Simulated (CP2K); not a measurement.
**GFN2-xTB run of CH3BrClFGe (SMILES [CH3][Ge]([F])([Cl])[Br])**

What is the energy difference between two shapes of CH3BrClFGe at GFN2-xTB? 

Program for the calculation: CP2K 2026.2.

6 further runs of the same task are left out: 1 that didn't finish, 5 set aside as unsound or not needed.

## (1) Starting point

CH3BrClFGe: 8 atoms, total charge 0, spin state singlet. SMILES: `[CH3][Ge]([F])([Cl])[Br]`. The shape comes from a force field and isn't a relaxed structure.

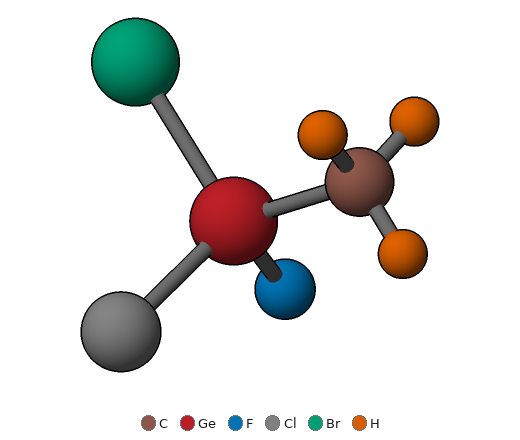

Viewed from a chosen angle; carbon brown, germanium red, fluorine blue, chlorine grey, bromine teal, hydrogen orange.

## (2) Energy and gradient at GFN2-xTB

The input, molecule.xyz:

```xyz
8

C     -0.646900    -0.241500     0.839000
Ge     0.575400     0.049900    -0.620600
F      1.960400    -0.946600    -0.346900
Cl    -0.267300    -0.505000    -2.498700
Br     1.217500     2.282500    -0.729900
H     -0.999700    -1.246600     0.870400
H     -0.197600     0.097200     1.792200
H     -1.549700     0.453200     0.638700
```

The input, job.inp:

```
&GLOBAL
 PROJECT_NAME job
 RUN_TYPE ENERGY_FORCE
 PRINT_LEVEL MEDIUM
&END

&FORCE_EVAL
 METHOD QS
 &DFT
  CHARGE 0
  MULTIPLICITY 1
  # Quickstep
  &QS
   METHOD XTB
   EPS_DEFAULT 1.0E-10
   &XTB
    GFN_TYPE TBLITE
    &TBLITE
     METHOD GFN2
    &END
    CHECK_ATOMIC_CHARGES F
   &END
  &END
  &POISSON
   PERIODIC NONE
   POISSON_SOLVER ANALYTIC
  &END
  # self-consistent field
  &SCF
   SCF_GUESS ATOMIC
   EPS_SCF 1.0E-07
   MAX_SCF 150
   ADDED_MOS 8
   &DIAGONALIZATION
    ALGORITHM STANDARD
   &END
   &MIXING
    METHOD DIRECT_P_MIXING
    ALPHA 0.4
   &END
   &SMEAR ON
    METHOD FERMI_DIRAC
    ELECTRONIC_TEMPERATURE [K] 300
   &END
  &END
  &PRINT
   &MOMENTS
    PERIODIC F
    REFERENCE COM
    MAX_MOMENT 1
   &END
   &MO ON
    ENERGIES T
    OCCUPATION_NUMBERS T
    NDIGITS 6
    &EACH
     QS_SCF 0
    &END
    ADD_LAST NUMERIC
   &END
   &HIRSHFELD OFF
   &END
  &END
 &END
 &SUBSYS
  # box in angstrom
  &CELL
   ABC [angstrom] 15.5 15.5 16.3
   PERIODIC NONE
  &END
  &TOPOLOGY
   COORD_FILE_NAME molecule.xyz
   COORD_FILE_FORMAT XYZ
   &CENTER_COORDINATES
   &END
  &END
 &END
 &PRINT
  &FORCES ON
  &END
 &END
&END
```

Launch:

```
OMP_NUM_THREADS=1 cp2k.psmp job.inp > job.out
```

What it wrote, shortened:

```text
CP2K| version string:                                       CP2K version 2026.2
[...]
 GLOBAL| Method name                                                        CP2K
[...]
 GLOBAL| Run type                                                   ENERGY_FORCE
[...]
                             - Atoms:                                          8
[...]
                             - Spherical basis functions:                     38
[...]
 Number of electrons:                                                         32
[...]
  *** SCF run converged in    25 steps ***
[...]
  Fermi energy:                                                -0.28615052964806
[...]
 TB_DIPOLE| Moment [Debye]         -2.53504791       0.19131281       2.12563383
 TB_DIPOLE| Derivative [a.u.]       0.00000000       0.00000000       0.00000000
[...]
 ENERGY| Total FORCE_EVAL ( QS ) energy [hartree]            -19.104865492148459
 FORCES| Atomic forces [hartree/bohr]
 FORCES|   Atom     x               y               z               |f|
 FORCES|      1 -2.74980759E-02  3.79977946E-02  1.40057126E-02   4.89503479E-02
 FORCES|      2 -3.40043394E-03  1.09306260E-02 -1.99989583E-02   2.30434344E-02
 FORCES|      3  1.02165947E-02 -4.19185404E-03  3.80283210E-04   1.10496635E-02
 FORCES|      4  3.89394783E-03  1.96951382E-04  2.63376545E-03   4.70513974E-03
 FORCES|      5  1.11013531E-03 -6.06240074E-03  8.19758993E-04   6.21748405E-03
 FORCES|      6 -1.75771152E-03 -1.03540964E-02  3.47753344E-03   1.10630059E-02
 FORCES|      7 -5.90116984E-03 -8.16501289E-03 -8.34528688E-03   1.30818597E-02
 FORCES|      8  2.33367133E-02 -2.03520080E-02  7.02719154E-03   3.17519737E-02
 FORCES| Sum     1.73472348E-16 -4.16333634E-17 -8.67361738E-19
 FORCES| Total atomic force                                       1.78400518E-16
[...]
```

It took 1.2 s on 1 thread of Intel Xeon Platinum 8488C (Sapphire Rapids), shared host; peak memory 0.18 GiB.

## (3) The distorted shape, same level

The input, molecule.xyz:

```xyz
8

C     -0.636690    -0.171719     0.805787
Ge     0.546772     0.053183    -0.503133
F      1.868558    -0.979359    -0.255858
Cl    -0.257218    -0.505007    -2.455360
Br     1.168738     2.279327    -0.710384
H     -0.983982    -1.192137     0.877114
H     -0.184893     0.098708     1.865790
H     -1.603769     0.433508     0.649286
```

The input, calc.inp:

```
&GLOBAL
 PROJECT_NAME calc
 RUN_TYPE ENERGY_FORCE
 PRINT_LEVEL MEDIUM
&END GLOBAL

&FORCE_EVAL
 METHOD Quickstep
 &DFT
  CHARGE 0
  MULTIPLICITY 1
  &QS
   METHOD XTB
   EPS_DEFAULT 1.0E-10
   &XTB
    GFN_TYPE TBLITE
    &TBLITE
     METHOD GFN2
    &END TBLITE
    CHECK_ATOMIC_CHARGES F
   &END XTB
  &END QS
  &POISSON
   PERIODIC NONE
   POISSON_SOLVER ANALYTIC
  &END POISSON
  &SCF
   SCF_GUESS ATOMIC
   EPS_SCF 1.0E-07
   MAX_SCF 150
   ADDED_MOS 8
   &DIAGONALIZATION
    ALGORITHM STANDARD
   &END DIAGONALIZATION
   &MIXING
    METHOD DIRECT_P_MIXING
    ALPHA 0.4
   &END MIXING
   &SMEAR ON
    METHOD FERMI_DIRAC
    ELECTRONIC_TEMPERATURE [K] 300
   &END SMEAR
  &END SCF
  &PRINT
   &MOMENTS
    PERIODIC F
    REFERENCE COM
    MAX_MOMENT 1
   &END MOMENTS
   &MO ON
    ENERGIES T
    OCCUPATION_NUMBERS T
    NDIGITS 6
    &EACH
     QS_SCF 0
    &END EACH
    ADD_LAST NUMERIC
   &END MO
   &HIRSHFELD OFF
   &END HIRSHFELD
  &END PRINT
 &END DFT
 &SUBSYS
  &CELL
   ABC [angstrom] 15.5 15.5 16.3
   PERIODIC NONE
  &END CELL
  &TOPOLOGY
   COORD_FILE_NAME molecule.xyz
   COORD_FILE_FORMAT XYZ
   &CENTER_COORDINATES
   &END CENTER_COORDINATES
  &END TOPOLOGY
 &END SUBSYS
 &PRINT
  &FORCES ON
  &END FORCES
 &END PRINT
&END FORCE_EVAL
```

Launch:

```
OMP_NUM_THREADS=1 cp2k.psmp calc.inp > calc.out
```

What it wrote, shortened:

```text
CP2K| version string:                                       CP2K version 2026.2
[...]
 GLOBAL| Method name                                                        CP2K
[...]
 GLOBAL| Run type                                                   ENERGY_FORCE
[...]
                             - Atoms:                                          8
[...]
                             - Spherical basis functions:                     38
[...]
 Number of electrons:                                                         32
[...]
  *** SCF run converged in    26 steps ***
[...]
  Fermi energy:                                                -0.27419537119872
[...]
 TB_DIPOLE| Moment [Debye]         -2.42136054       0.26889906       2.70573169
 TB_DIPOLE| Derivative [a.u.]       0.00000000       0.00000000       0.00000000
[...]
 ENERGY| Total FORCE_EVAL ( QS ) energy [hartree]            -19.084843364757440
 FORCES| Atomic forces [hartree/bohr]
 FORCES|   Atom     x               y               z               |f|
 FORCES|      1 -6.99363362E-02  1.18782820E-02  9.94760069E-02   1.22178806E-01
 FORCES|      2  3.40301326E-02  2.56371878E-02 -8.82914499E-02   9.80341545E-02
 FORCES|      3  1.69017977E-02 -8.34966599E-03  3.60799477E-03   1.91938874E-02
 FORCES|      4  5.93921785E-03  1.75389871E-03  1.08964740E-02   1.25333003E-02
 FORCES|      5  2.60640170E-03 -5.82073406E-03  2.32905052E-03   6.78960611E-03
 FORCES|      6  9.63712167E-04 -6.75405482E-03  1.42332457E-03   6.96935079E-03
 FORCES|      7 -1.88322572E-02 -7.17875248E-03 -3.59443998E-02   4.12090800E-02
 FORCES|      8  2.83273314E-02 -1.11661612E-02  6.50299896E-03   3.11353474E-02
 FORCES| Sum     2.08166817E-17 -8.15320034E-17  8.67361738E-19
 FORCES| Total atomic force                                       8.41519704E-17
[...]
```

It took 1 s on 1 thread of Intel Xeon Platinum 8488C (Sapphire Rapids), shared host; peak memory 0.19 GiB.

## (4) Outcome

At GFN2-xTB:

| quantity | value |
| --- | --- |
| first shape: total energy | -19.10487 Eh |
| first shape: dipole moment (from atomic charges alone) | 3.31 D |
| first shape: HOMO energy | -12.04 eV |
| first shape: LUMO energy | -6.91 eV |
| first shape: HOMO–LUMO gap | 5.13 eV |
| first shape: largest force on an atom | 2.517 eV/Å |
| distorted shape: total energy | -19.08484 Eh |
| distorted shape: dipole moment (from atomic charges alone) | 3.64 D |
| distorted shape: HOMO energy | -12.01 eV |
| distorted shape: LUMO energy | -6.58 eV |
| distorted shape: HOMO–LUMO gap | 5.43 eV |
| distorted shape: largest force on an atom | 6.283 eV/Å |
| energy change with the atoms displaced | 0.545 eV |

With the atoms displaced the energy rises by 0.54 eV (52.6 kJ/mol). The first shape isn't relaxed at this level, so the change isn't measured from a minimum. The largest force (first shape) is 2.52 eV/Å: the shape isn't a stationary point for this species at this level. The dipole (first shape) comes from point charges on the atoms alone, without atomic dipoles, so it is partial. The dipole (distorted shape) comes from point charges on the atoms alone, without atomic dipoles, so it is partial.
